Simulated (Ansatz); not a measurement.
# WO2Br2 (WBr₂O₂): one molecule under many settings

How do the results and run time of WO2Br2 (WBr₂O₂) respond when the settings are drawn wide?

Computed with Ansatz 0.2.0, Gaussian basis. Level: the settings change from run to run.

## (1) The relaxed structure

The geometry comes from an earlier relaxation with B3LYP-D4/def2-SVP; it is a stationary point. W takes a core potential in def2 sets; no spin-orbit term is included.

5 atoms, charge 0, spin multiplicity 1.

Atoms are counted from 1 here; the program's logs count them from 0.

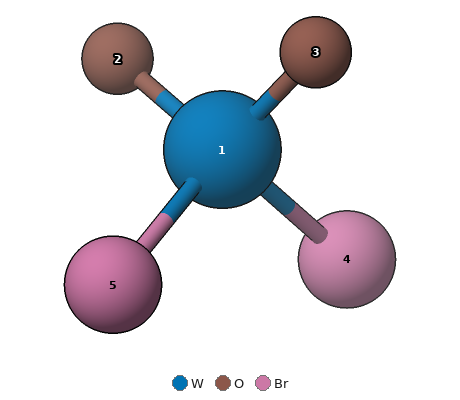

The geometry (tungsten blue, oxygen brown, bromine pink); atoms are numbered from 1 in the order of the file.

## (2) wPBEh/def2-SVP

Options: charge -1, multiplicity 2.

The input, in.yaml:

```yaml
crystal:
  periodic: [false, false, false]
  atoms:
    - {symbol: W, position_ang: [0.100695, -0.000553, 0.070678]}
    - {symbol: O, position_ang: [0.150552, -0.013454, 1.774180]}
    - {symbol: O, position_ang: [1.717870, 0.006593, -0.466947]}
    - {symbol: Br, position_ang: [-0.987897, 2.038170, -0.672466]}
    - {symbol: Br, position_ang: [-0.981220, -2.030756, -0.705445]}
basis:
  gaussian: {orbitals: def2-SVP}
total_charge: -1
magnetization: {spin_polarized: true, initial_magnetization: 1}
hamiltonian: {xc: {name: wPBEh}}
scf: {omitted_lower_state_checks: [starts]}
output: {forces: true}
```

Started as:

```
ansatz run in.yaml --threads 4 --pin off --events-out ev --progress --plain --max-ram 3916MiB
```

The log of the run (excerpt; [...] marks lines left out):

```text
Functional definition: wPBEh
  name "wPBEh"
  cite "Heyd, Scuseria & Ernzerhof, J. Chem. Phys. 118, 8207 (2003) doi:10.1063/1.1564060"
  cite "Krukau, Vydrov, Izmaylov & Scuseria, J. Chem. Phys. 125, 224106 (2006) doi:10.1063/1.2404663"
  cite "Heyd & Scuseria, J. Chem. Phys. 120, 7274 (2004) doi:10.1063/1.1668634"
  cite "Ernzerhof & Perdew, J. Chem. Phys. 109, 3313 (1998) doi:10.1063/1.476928"
  cite "Perdew, Burke & Ernzerhof, Phys. Rev. Lett. 77, 3865 (1996) doi:10.1103/PhysRevLett.77.3865"
  parent pbe
[...]
1175 factors; integrals over basis functions are off by at most 9.0e-4 eV
82 factors; integrals over basis functions are off by at most 5.8e-7 eV
[...]
mean field -145977.96075967 eV, -5364.5911105021 hartree, gradient 5.1e-5 eV, S^2 0.753820; 0 other end points of the search recorded, 0 dependent functions left out
[...]
reference -145977.96081552 eV, -5364.5911125545 hartree; 51, 50 occupied and 73, 74 virtual orbitals, 1175 factors
Total energy: -145977.96081552 eV, -5364.5911125545 hartree
Atom 0 at     0.100695    -0.000553     0.070678 Å, force     1.442549    -0.006268     1.010327 eV/Å
Atom 1 at     0.150552    -0.013454     1.774180 Å, force    -0.742544    -0.015517     1.719383 eV/Å
Atom 2 at     1.717870     0.006593    -0.466947 Å, force     1.362717     0.012131    -1.287292 eV/Å
Atom 3 at    -0.987897     2.038170    -0.672466 Å, force    -1.033780     1.155869    -0.712557 eV/Å
Atom 4 at    -0.981220    -2.030756    -0.705445 Å, force    -1.028943    -1.146215    -0.729862 eV/Å
Dipole moment:    -0.357692     0.001316    -0.250151 e Å
Checks for a lower state left out: starts
```

It took 7.5 s on 4 threads of Arm Neoverse V1, shared host.

Largest force 1.875 eV/Å, ⟨S²⟩ 0.754.

## (3) HF/def2-mTZVP

Options: density fitting with def2-universal-jkfit.

in.yaml, as its differences from that of step 2:

```diff
@@ -9,7 +9,4 @@
 basis:
-  gaussian: {orbitals: def2-SVP}
-total_charge: -1
-magnetization: {spin_polarized: true, initial_magnetization: 1}
-hamiltonian: {xc: {name: wPBEh}}
+  gaussian: {orbitals: def2-mTZVP, fitting: {mean_field: def2-universal-jkfit}}
+hamiltonian: {xc: {name: HF}}
 scf: {omitted_lower_state_checks: [starts]}
-output: {forces: true}
```

The command is unchanged.

The log of the run:

```text
Functional definition: HF
  name "HF"
  cite "Fock, Z. Phys. 61, 126 (1930) doi:10.1007/BF01340294"
  parent pbe
  exchange = exact_x
  correlation = 0
these checks for a lower state are left out or cut short: starts
913 factors; integrals over basis functions are off by at most 8.8e-1 eV
mean field evaluation 1: about -145871.1708 eV, gradient 8.0e1 eV
mean field evaluation 2: about -145842.2098 eV, gradient 1.6e2 eV
mean field evaluation 4: about -145883.6427 eV, gradient 1.3e0 eV
mean field evaluation 8: about -145883.6546 eV, gradient 1.3e-5 eV
mean field -145883.65461032 eV, -5361.1254234368 hartree, gradient 1.3e-5 eV, S^2 0.000000; 0 other end points of the search recorded, 0 dependent functions left out
reference -145883.65461032 eV, -5361.1254234368 hartree; 50, 50 occupied and 106, 106 virtual orbitals, 913 factors
Total energy: -145883.65461032 eV, -5361.1254234368 hartree
Checks for a lower state left out: starts
```

Run time: 2.1 s. Hardware: 4 threads of Arm Neoverse V1, shared host.

## (4) SVWN5/def2-mTZVPP

Options: a grid of angular degree 11.

in.yaml, as its differences from that of step 3:

```diff
@@ -9,4 +9,5 @@
 basis:
-  gaussian: {orbitals: def2-mTZVP, fitting: {mean_field: def2-universal-jkfit}}
-hamiltonian: {xc: {name: HF}}
+  gaussian: {orbitals: def2-mTZVPP, final_grid: {core_spheres: 5, valence_spheres: 4, degree: 11}}
+hamiltonian: {xc: {name: SVWN5}}
 scf: {omitted_lower_state_checks: [starts]}
+output: {forces: true}
```

Launched as before.

The log of the run (excerpt; [...] marks lines left out):

```text
Functional definition: SVWN5
  name "SVWN5"
  cite "Dirac, Proc. Camb. Phil. Soc. 26, 376 (1930) doi:10.1017/S0305004100016108"
  cite "Slater, Phys. Rev. 81, 385 (1951) doi:10.1103/PhysRev.81.385"
  cite "Vosko, Wilk & Nusair, Can. J. Phys. 58, 1200 (1980) doi:10.1139/p80-159"
[...]
1376 factors; their error is unknown
[...]
mean field -145795.94004754 eV, -5357.9019727096 hartree, gradient 3.5e-5 eV, S^2 0.000000; 0 other end points of the search recorded, 0 dependent functions left out
[...]
reference -145795.94008999 eV, -5357.9019742696 hartree; 50, 50 occupied and 106, 106 virtual orbitals, 1376 factors
Total energy: -145795.94008999 eV, -5357.9019742696 hartree
Atom 0 at     0.100695    -0.000553     0.070678 Å, force    -1.341247     0.005105    -0.938446 eV/Å
Atom 1 at     0.150552    -0.013454     1.774180 Å, force    -0.219556    -0.007327     0.665746 eV/Å
Atom 2 at     1.717870     0.006593    -0.466947 Å, force     0.556893     0.004193    -0.434161 eV/Å
Atom 3 at    -0.987897     2.038170    -0.672466 Å, force     0.502115    -0.477452     0.348448 eV/Å
Atom 4 at    -0.981220    -2.030756    -0.705445 Å, force     0.501796     0.475481     0.358412 eV/Å
Dipole moment:    -0.341550     0.001310    -0.238905 e Å
Checks for a lower state left out: starts
```

Run time: 1.5 s. Hardware: 4 threads of Arm Neoverse V1, shared host.

Largest force 1.637 eV/Å, dipole 2.00 D.

## (5) The runs in one table

```tsv
level	charge	multiplicity	geometry	functions	energy (eV)	time
wPBEh/def2-SVP	-1	2	relaxed	124	-145977.961	7.5 s
HF/def2-mTZVP	0	1	relaxed	156	-145883.655	2.1 s
SVWN5/def2-mTZVPP	0	1	relaxed	156	-145795.940	1.5 s
```

## (6) Results

| quantity | value |
| --- | --- |
| runs | 3 |
| quickest | SVWN5/def2-mTZVPP, 1.5 s |
| slowest | wPBEh/def2-SVP, 7.5 s |
| spread of total energies, same state and geometry | 87.7 eV |

**Reading.** Run time spans a factor of 5, from SVWN5/def2-mTZVPP to wPBEh/def2-SVP. The jobs differ in tasks and options as well as level. Total energies at one charge and spin differ by 88 eV between levels, so only differences within one level mean anything. At the B3LYP-D4/def2-SVP geometry and in the same state, runs without warnings or point charges leave forces up to 1.64 eV/Å (SVWN5/def2-mTZVPP).
